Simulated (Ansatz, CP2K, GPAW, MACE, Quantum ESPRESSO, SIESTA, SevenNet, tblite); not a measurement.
## Quantum ESPRESSO on coherent Mg-rich inclusion in Li2O (96 atoms): settings compared

How far do other settings of Quantum ESPRESSO move the forces in coherent Mg-rich inclusion in Li2O (96 atoms)? One run of the same program serves as the yardstick.

Main program and level: Quantum ESPRESSO 7.5; the method is named at each step.

### Step 1. The starting structure

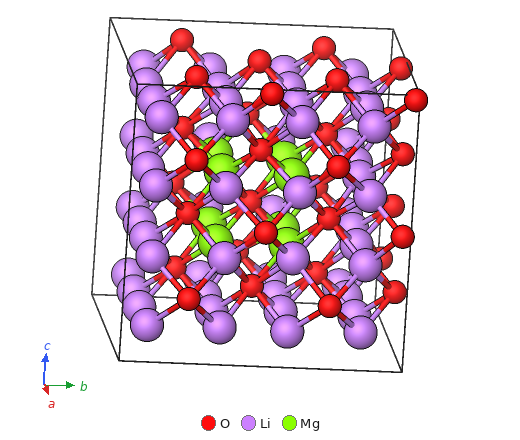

The starting structure, seen slightly off an axis (oxygen red, lithium purple, magnesium green). Bonds to atoms that aren't drawn are left out.

The cell holds 96 atoms: 32 O, 56 Li and 8 Mg. Its edges and angles: a = 9.220 Å, b = 9.220 Å, c = 9.220 Å, α = 90.0°, β = 90.0°, γ = 90.0°. It derives from Li2O (fluorite-type), repeated 2×2×2. Antifluorite-type Li2O (a = 4.61 Å), 2 x 2 x 2 conventional cells, Li replaced by Mg within 3.22 Å of the centre; not relaxed, displaced by a Gaussian of 0.02 Å. Then every atom was moved at random, 0.03 Å r.m.s. a Cartesian component. Nearest the centre at fractional (0.515, 0.517, 0.522): O85 at 0.33 Å, Mg86 at 1.65 Å, Mg42 at 1.87 Å, Mg69 at 1.88 Å, Mg84 at 1.97 Å, Mg23 at 2.08 Å, Mg53 at 2.15 Å, Mg32 at 2.16 Å.

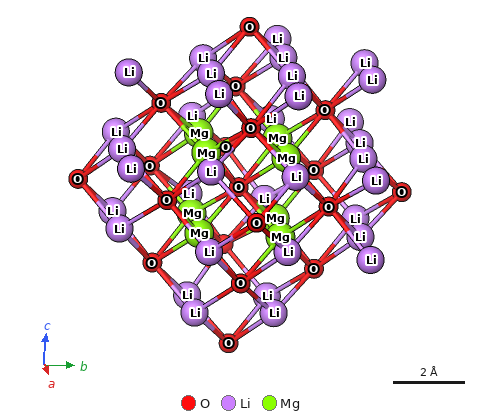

The atoms within 5 Å of the centre.

The yardstick, on the same geometry:

- method: Kohn-Sham DFT, PBE, SSSP efficiency 1.3.0 pseudopotentials, plane waves (Quantum ESPRESSO 7.5); sssp-pbe-1.3.0-efficiency, cutoffs 60/480 Ry, Γ point
- r.m.s. force component: 0.7445 eV/Å
- longest force: 3.951 eV/Å
- pressure: 12.54 GPa
- time: 1.9 min on 4 MPI ranks of Arm Neoverse V1, shared host
- CPU time: 7.6 min

### Step 2. PBE, sssp-1.3.0-efficiency, 30/240 Ry

Method: Kohn-Sham DFT, PBE, SSSP efficiency 1.3.0 pseudopotentials, plane waves.

The input, pw.in:

```
&control
  calculation = 'scf'
  pseudo_dir = './pseudo'
  outdir = './tmp'
  disk_io = 'none'
  tprnfor = .true.
  tstress = .true.
/
&system
  ibrav = 0
  nat = 96
  ntyp = 3
  ecutwfc = 30
  ecutrho = 240
  nosym = .true.
  occupations = 'smearing'
  smearing = 'fd'
  degauss = 0.003675
/
&electrons
  conv_thr = 4.8e-07
  electron_maxstep = 100
  mixing_beta = 0.2
  mixing_mode = 'local-TF'
  diagonalization = 'david'
/
ATOMIC_SPECIES
O 15.999 O.upf
Li 6.940 Li.upf
Mg 24.305 Mg.upf
CELL_PARAMETERS angstrom
9.22000 0.00000 0.00000
0.00000 9.22000 0.00000
0.00000 0.00000 9.22000
ATOMIC_POSITIONS crystal
O 0.99982 0.00455 0.00121
Li 0.11906 0.12840 0.12336
Mg 0.38053 0.37248 0.37750
O 0.00307 0.24950 0.25231
Li 0.12459 0.38744 0.37819
Li 0.37042 0.12392 0.12271
O 0.24622 0.00164 0.24848
Li 0.37921 0.12841 0.37374
Li 0.12915 0.38001 0.12714
O 0.24639 0.24949 0.00594
Li 0.37278 0.37658 0.11651
Li 0.13287 0.12764 0.37055
O 0.00003 0.98945 0.50722
Li 0.12654 0.12511 0.62652
Li 0.37234 0.37731 0.86561
O 0.99936 0.24511 0.75312
Li 0.12524 0.36899 0.87634
Li 0.37227 0.12326 0.62290
O 0.24846 0.99542 0.75233
Li 0.37825 0.11928 0.87214
Li 0.12749 0.38202 0.62478
O 0.25888 0.24786 0.49369
Mg 0.37126 0.37915 0.62919
Li 0.12653 0.13390 0.87663
O 0.00014 0.49620 0.00270
Li 0.11794 0.62993 0.12791
Li 0.37111 0.87947 0.37997
O 0.99419 0.74930 0.24528
Li 0.12016 0.88113 0.37417
Li 0.36678 0.62286 0.12230
O 0.25449 0.49145 0.25508
Mg 0.37625 0.63068 0.37121
Li 0.12570 0.87235 0.11745
O 0.25443 0.75085 0.99985
Li 0.37326 0.87288 0.13369
Li 0.12642 0.62174 0.37274
O 0.99643 0.50659 0.50099
Li 0.12425 0.62600 0.62447
Li 0.37423 0.87571 0.87110
O 0.00620 0.74558 0.75090
Li 0.12317 0.87102 0.87461
Mg 0.37384 0.62250 0.62336
O 0.24586 0.49749 0.75129
Li 0.37061 0.62456 0.87754
Li 0.12514 0.87020 0.62514
O 0.24928 0.75649 0.49817
Li 0.38307 0.87594 0.62064
Li 0.12151 0.63023 0.87713
O 0.49285 0.00008 0.99402
Li 0.62697 0.11893 0.12775
Li 0.87118 0.37993 0.37372
O 0.50799 0.24758 0.24732
Mg 0.62283 0.37328 0.37288
Li 0.87133 0.12314 0.12178
O 0.74779 0.00194 0.24740
Li 0.87797 0.12528 0.37123
[... 36 atom lines left out ...]
Li 0.62107 0.86399 0.62827
O 0.75593 0.75167 0.50479
Li 0.87323 0.87955 0.62011
Li 0.62118 0.62680 0.87906
K_POINTS gamma
```

Command:

```console
> OMP_NUM_THREADS=1 mpirun -np 2 pw.x -in pw.in > output.txt
```

Output:

```text
Program PWSCF
     gamma-point specific algorithms are used
     Parallelization info
     sticks:   dense  smooth     PW     G-vecs:    dense   smooth      PW
     Min        2891    1446    361               166038    58687    7383
     Max        2894    1447    364               166039    58690    7388
     Sum        5785    2893    725               332077   117377   14771
     bravais-lattice index     =            0
     lattice parameter (alat)  =      17.4233  a.u.
     unit-cell volume          =    5289.1924 (a.u.)^3
     number of atoms/cell      =           96
     number of atomic types    =            3
     number of electrons       =       376.00
     number of Kohn-Sham states=          226
     kinetic-energy cutoff     =      30.0000  Ry
     charge density cutoff     =     240.0000  Ry
     scf convergence threshold =      4.8E-07
     mixing beta               =       0.2000
     number of iterations used =            8  local-TF  mixing
     Exchange-correlation= SLA  PW   PBX  PBC
                           (   1   4   3   4   0   0   0)
     crystal axes: (cart. coord. in units of alat)
               a(1) = (   1.000000   0.000000   0.000000 )
               a(2) = (   0.000000   1.000000   0.000000 )
               a(3) = (   0.000000   0.000000   1.000000 )
     reciprocal axes: (cart. coord. in units 2 pi/alat)
               b(1) = (  1.000000  0.000000  0.000000 )
               b(2) = (  0.000000  1.000000  0.000000 )
               b(3) = (  0.000000  0.000000  1.000000 )
     PseudoPot. # 1 for O :
     Pseudo is Projector augmented-wave + core cor, Zval =  6.0
     PseudoPot. # 2 for Li:
     Pseudo is Ultrasoft, Zval =  3.0
     PseudoPot. # 3 for Mg:
     Pseudo is Projector augmented-wave + core cor, Zval =  2.0
     atomic species   valence    mass     pseudopotential
     O                 6.00    15.99900     O ( 1.00)
     Li                3.00     6.94000     Li( 1.00)
     Mg                2.00    24.30500     Mg( 1.00)
     No symmetry found
   Cartesian axes
     number of k points=     1  Fermi-Dirac smearing, width (Ry)=  0.0037
                       cart. coord. in units 2pi/alat
        k(    1) = (   0.0000000   0.0000000   0.0000000), wk =   2.0000000
     Dense  grid:   166039 G-vectors     FFT dimensions: (  90,  90,  90)
     Smooth grid:    58689 G-vectors     FFT dimensions: (  64,  64,  64)
     Check: negative core charge=   -0.000011
     Initial potential from superposition of free atoms
     starting charge     350.7510, renormalised to     376.0000
     Starting wfcs are  440 randomized atomic wfcs
     Self-consistent Calculation
     iteration #  1     ecut=    30.00 Ry     beta= 0.20
     total energy              =   -2419.90198078 Ry
     estimated scf accuracy    <      16.12646655 Ry
     iteration #  2     ecut=    30.00 Ry     beta= 0.20
     total energy              =   -2415.25732683 Ry
     estimated scf accuracy    <      13.55970304 Ry
     iteration #  3     ecut=    30.00 Ry     beta= 0.20
     total energy              =   -2417.09107379 Ry
     estimated scf accuracy    <       1.29455431 Ry
     iteration #  4     ecut=    30.00 Ry     beta= 0.20
     total energy              =   -2417.12308238 Ry
     estimated scf accuracy    <       0.61010162 Ry
     iteration #  5     ecut=    30.00 Ry     beta= 0.20
     total energy              =   -2417.11326538 Ry
     estimated scf accuracy    <       0.37874231 Ry
     iteration #  6     ecut=    30.00 Ry     beta= 0.20
     total energy              =   -2417.12126767 Ry
     estimated scf accuracy    <       0.12335386 Ry
[...]
c_bands:  2 eigenvalues not converged
[...]
c_bands:  2 eigenvalues not converged
[...]
c_bands:  1 eigenvalues not converged
[...]
total energy              =   -2417.11349924 Ry
[...]
iteration # 18     ecut=    30.00 Ry     beta= 0.20
     total energy              =   -2417.11349874 Ry
     estimated scf accuracy    <       0.00000114 Ry
     iteration # 19     ecut=    30.00 Ry     beta= 0.20
     total energy              =   -2417.11349894 Ry
     estimated scf accuracy    <       0.00000059 Ry
     iteration # 20     ecut=    30.00 Ry     beta= 0.20
     End of self-consistent calculation
          k = 0.0000 0.0000 0.0000 (  7386 PWs)   bands (ev):
   -39.7174 -39.6554 -39.5467 -39.5398 -39.5243 -39.5143 -39.5008 -39.4661
   -39.4395 -39.4278 -39.4203 -39.3869 -39.3769 -39.3708 -39.3668 -39.3641
   -39.3445 -39.3334 -39.2956 -39.2945 -39.2792 -39.2543 -39.2396 -39.2190
   -39.1961 -39.1861 -39.1733 -39.1668 -39.1534 -39.1505 -39.1385 -39.1191
   -39.1031 -39.0826 -39.0791 -39.0719 -39.0695 -39.0525 -39.0221 -39.0162
   -38.9955 -38.9781 -38.9573 -38.9510 -38.8938 -38.8894 -38.8564 -38.8432
[...]
10.5239  10.6040  10.6898  10.7765  10.7971  10.8521  11.0783  11.2217
    11.2391  11.3694  11.3922  11.4976  11.6911  11.8036  11.9245  12.0199
    12.0864  12.5778  12.5806  12.6104  12.7860  12.8731  12.9788  13.1950
    13.2362  13.2615
     the Fermi energy is     8.0292 ev
!    total energy              =   -2417.11349889 Ry
     estimated scf accuracy    <       0.00000014 Ry
     smearing contrib. (-TS)   =      -0.00272548 Ry
     internal energy E=F+TS    =   -2417.11077341 Ry
     The total energy is F=E-TS. E is the sum of the following terms:
     one-electron contribution =    -736.68606975 Ry
     hartree contribution      =     478.23679096 Ry
     xc contribution           =    -451.57756152 Ry
     ewald contribution        =   -1151.64347538 Ry
     one-center paw contrib.   =    -555.44045773 Ry
     convergence has been achieved in  20 iterations
     Forces acting on atoms (cartesian axes, Ry/au):
     atom    1 type  1   force =    -0.00814743   -0.01455513   -0.00747297
     atom    2 type  2   force =     0.00616254   -0.00331766    0.00531684
     atom    3 type  3   force =    -0.10275506   -0.06184745   -0.09435518
     atom    4 type  1   force =    -0.01418155    0.01547453    0.00600603
     atom    5 type  2   force =    -0.02672963   -0.02206146    0.00391802
     atom    6 type  2   force =    -0.00597252   -0.00403721   -0.00562464
[...]
atom   94 type  1   force =    -0.01652272    0.00280147   -0.02076054
     atom   95 type  2   force =     0.00606893   -0.00714295    0.01589415
     atom   96 type  2   force =     0.00354972   -0.00334966    0.02070878
     Total force =     0.495326     Total SCF correction =     0.000905
     Computing stress (Cartesian axis) and pressure
          total   stress  (Ry/bohr**3)                   (kbar)     P=     -160.33
  -0.00106980   0.00000115  -0.00000588         -157.37        0.17       -0.87
   0.00000115  -0.00109544   0.00000398            0.17     -161.14        0.58
  -0.00000588   0.00000398  -0.00110444           -0.87        0.58     -162.47
     Message from routine punch:
     Nothing written, as per user request (disk_io='none')
```

Wall time 82 s (2 MPI ranks of Arm Neoverse V1, shared host); peak memory 0.82 GiB; 2.7 min of CPU time.

Banners, paths, timers and routine set-up lines are dropped from the logs unmarked, and long logs keep their key lines alone; longer cuts are marked.

Against the reference:

| Item | Value |
| --- | --- |
| r.m.s. force component | 0.7504 eV/Å |
| r.m.s. difference of force components | 13.7 meV/Å |
| longest difference of force vectors | 74.14 meV/Å |
| force difference over r.m.s. force | 1.84 % |
| slope of forces against the reference's | 1.008 |
| correlation of force components | 0.9999 |
| pressure | -16.03 GPa |
| pressure difference | -28.57 GPa |
| energy less the same-level run's | 275.5 meV/atom |
| r.m.s. force difference from the same-level run | 13.7 meV/Å |

This is a coarse setting, run to see what it loses.

Length of the force difference by element (eV/Å):

```csv
element,atoms,mean,most
Li,56,0.0081,0.017
Mg,8,0.015,0.019
O,32,0.037,0.074
```

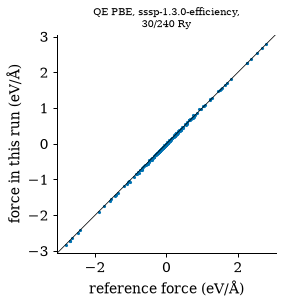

Force components against those of the reference; the line marks equality.

The surroundings of O55, picked at random, nearest first, numbered as they follow in the input and with coordinates relative to it.

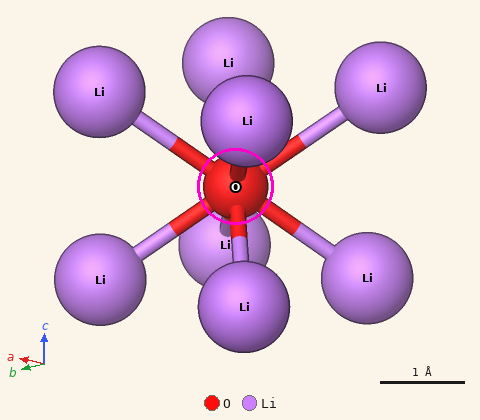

The atoms of the table, within 2.1 Å (arrows a, b, c point along x, y, z); some may hide others; the central atom is ringed.

| atom | x | y | z | distance (Å) | bonds | Fx | Fy | Fz (eV/Å) |
| --- | --- | --- | --- | --- | --- | --- | --- | --- |
| O55 | 0.00 | 0.00 | 0.00 | 0.00 | 8 | 0.00 | -0.02 | 0.39 |
| Li50 | -1.11 | 1.08 | -1.10 | 1.90 | 4 | -0.04 | 0.33 | -0.43 |
| Li81 | -1.13 | -1.13 | -1.12 | 1.95 | 4 | 0.08 | -0.36 | -0.18 |
| Li75 | 1.15 | -1.14 | 1.12 | 1.97 | 4 | 0.02 | -0.23 | 0.04 |
| Li54 | 1.14 | 1.12 | -1.16 | 1.97 | 4 | 0.09 | 0.34 | 0.02 |
| Li83 | 1.16 | -1.15 | -1.12 | 1.98 | 4 | -0.05 | -0.29 | -0.21 |
| Li56 | 1.20 | 1.14 | 1.14 | 2.01 | 4 | 0.08 | 0.01 | -0.02 |
| Li60 | -1.15 | 1.15 | 1.20 | 2.02 | 4 | 0.24 | -1.05 | 0.11 |
| Li77 | -1.21 | -1.20 | 1.23 | 2.10 | 4 | 0.26 | 0.97 | 0.03 |

Forces lie 1.8 % from the reference's, at 0.36 times its CPU time (on 2 against 4 cores).

The difference per atom is largest on O (0.037 eV/Å on average, against 0.015 on Mg).

### Step 3. PBE, gbrv-1.5, 40/200 Ry

Method: Kohn-Sham DFT, PBE, GBRV 1.5 ultrasoft pseudopotentials, plane waves.

The pseudopotential files are exchanged too: ./pseudo now holds the set gbrv-pbe-1.5.

Changes to pw.in since step 2:

```diff
@@ -12,4 +12,4 @@
   ntyp = 3
-  ecutwfc = 30
-  ecutrho = 240
+  ecutwfc = 40
+  ecutrho = 200
   nosym = .true.
```

Output:

```text
[banner, memory and clock lines left out]
Program PWSCF
     gamma-point specific algorithms are used
     bravais-lattice index     =            0
     lattice parameter (alat)  =      17.4233  a.u.
     unit-cell volume          =    5289.1924 (a.u.)^3
[... lines left out ...]
     number of k points=     1  Fermi-Dirac smearing, width (Ry)=  0.0037
[... lines left out ...]
     total energy              =   -2864.42386062 Ry
[... lines left out ...]
     total energy              =   -2832.25608412 Ry
[... lines left out ...]
     total energy              =   -2850.11014262 Ry
[... lines left out ...]
     total energy              =   -2852.90562226 Ry
[... lines left out ...]
     total energy              =   -2852.90562268 Ry
[... lines left out ...]
     the Fermi energy is     8.4473 ev
!    total energy              =   -2852.90562243 Ry
     estimated scf accuracy    <       0.00000047 Ry
     smearing contrib. (-TS)   =      -0.00270588 Ry
     internal energy E=F+TS    =   -2852.90291655 Ry
     The total energy is F=E-TS. E is the sum of the following terms:
     one-electron contribution =   -1884.85507235 Ry
     hartree contribution      =    1033.27982815 Ry
     xc contribution           =    -570.03358144 Ry
     ewald contribution        =   -1431.29409090 Ry
     convergence has been achieved in  23 iterations
     Forces acting on atoms (cartesian axes, Ry/au):
     atom    1 type  1   force =    -0.00775282   -0.01352968   -0.00703458
     atom    2 type  2   force =     0.00612513   -0.00330050    0.00525521
     atom    3 type  3   force =    -0.10204370   -0.06064704   -0.09298580
[...]
atom   95 type  2   force =     0.00597407   -0.00694518    0.01557122
     atom   96 type  2   force =     0.00328362   -0.00354233    0.02076944
     Total force =     0.487687     Total SCF correction =     0.002222
     Computing stress (Cartesian axis) and pressure
          total   stress  (Ry/bohr**3)                   (kbar)     P=      127.69
   0.00088794  -0.00000012  -0.00000594          130.62       -0.02       -0.87
  -0.00000012   0.00086226   0.00000359           -0.02      126.84        0.53
  -0.00000594   0.00000359   0.00085387           -0.87        0.53      125.61
     Message from routine punch:
     Nothing written, as per user request (disk_io='none')
```

It took 2.5 min on 2 MPI ranks; peak memory 0.85 GiB; 5 min of CPU time.

Against the reference:

```yaml
r_m_s_force_component: 0.7389 eV/Å
r_m_s_difference_of_force_components: 8.204 meV/Å
longest_difference_of_force_vectors: 42.75 meV/Å
force_difference_over_r_m_s_force: 1.102 %
slope_of_forces_against_the_reference_s: 0.9924
correlation_of_force_components: 1
pressure: 12.77 GPa
pressure_difference: 0.227 GPa
```

Against the first run (1.8 %), the force difference from the reference is 1.1 %, at 1.8 times the CPU time.

The difference per atom is largest on Mg (0.036 eV/Å on average, against 0.011 on O).

### Step 4. The ladder

Differences are against the plane-wave reference, forces as r.m.s. over components; share is that over the reference's r.m.s. force, slope the least-squares factor from reference forces to these. Total energies of different programs have different zeros and aren't compared.

| run | Δ force, r.m.s. (meV/Å) | share (%) | slope | Δ pressure (GPa) | cores | CPU time | memory (GiB) |
| --- | --- | --- | --- | --- | --- | --- | --- |
| reference | - | - | - | - | 4 | 7.6 min | 2.2 |
| QE PBE, sssp-1.3.0-efficiency, 30/240 Ry (coarse) | 13.7 | 1.84 | 1.008 | -28.6 | 2 | 2.7 min | 0.82 |
| QE PBE, gbrv-1.5, 40/200 Ry | 8.20 | 1.10 | 0.992 | 0.227 | 2 | 5 min | 0.85 |

Rows marked coarse were listed beforehand as settings not expected to be converged; some can still land near the reference.

CPU time is summed over cores on a shared host, where runs went side by side, so it is rough. Symmetry, cutoffs, thresholds, outputs and thread counts weren't matched or tuned between programs; memory under MPI is the largest rank's times the ranks.

Within one program, basis, potentials and functional, energies share a zero. Each run against its twin at the usual cutoff or grid and solver:

```csv
run,twin,Δ energy (meV/atom),"Δ force, r.m.s. (meV/Å)",CPU time over the twin's
"QE PBE, sssp-1.3.0-efficiency, 30/240 Ry","sssp-1.3.0-efficiency, 60/480 Ry",276,13.7,0.36 (this twin ran on 4 cores)
```

### Step 5. Outcome

```yaml
nearest_in_forces: QE PBE, gbrv-1.5, 40/200 Ry, 1.1 %
its_cpu_time: 5 min
```

What this shows: PBE on plane waves or a grid with other potentials, cutoffs or grids, coarse settings apart, differs from the reference by 1.1 % (QE PBE, gbrv-1.5, 40/200 Ry) of the r.m.s. force; this holds the reference's own error, so differences of a few per cent don't tell which side is nearer the exact PBE result. Runs with settings chosen to be coarse differ by 1.8 % (QE PBE, sssp-1.3.0-efficiency, 30/240 Ry). One electronic-structure run takes under half the reference's CPU time: QE PBE, sssp-1.3.0-efficiency, 30/240 Ry, at 1.8 % in 2.7 min against 7.6 min; its pressure misses by -28.6 GPa. In pressure, QE PBE, sssp-1.3.0-efficiency, 30/240 Ry misses by -28.6 GPa, at the same functional; a cutoff this low leaves a large Pulay stress. The potentials hold different valence shells: 376 electrons in the reference, 440 in Quantum ESPRESSO with GBRV; this bears on time and differences. The reference's pressure holds the uncorrected Pulay stress of its 60 Ry basis, so small pressure differences, and their order, may be the reference's own error. The reference's pressure of 13 GPa says that the cell would expand at this level of theory. The electronic-structure runs sample only Γ, in a cell whose shortest periodic width is 9 Å.

[Also dropped from logs without a mark: logging warnings of Python, and SIESTA's first energy breakdown and zero terms.]

[Logs are printed without paths, hosts, clocks, repeated set-up lines and the standing remarks that a program may print on its own settings, such as how far it seeks lower states.]

[Hosts, paths, dates, database ids (printed as entryN), source tags and the programs' standing remarks are cut or masked in the printed files.]
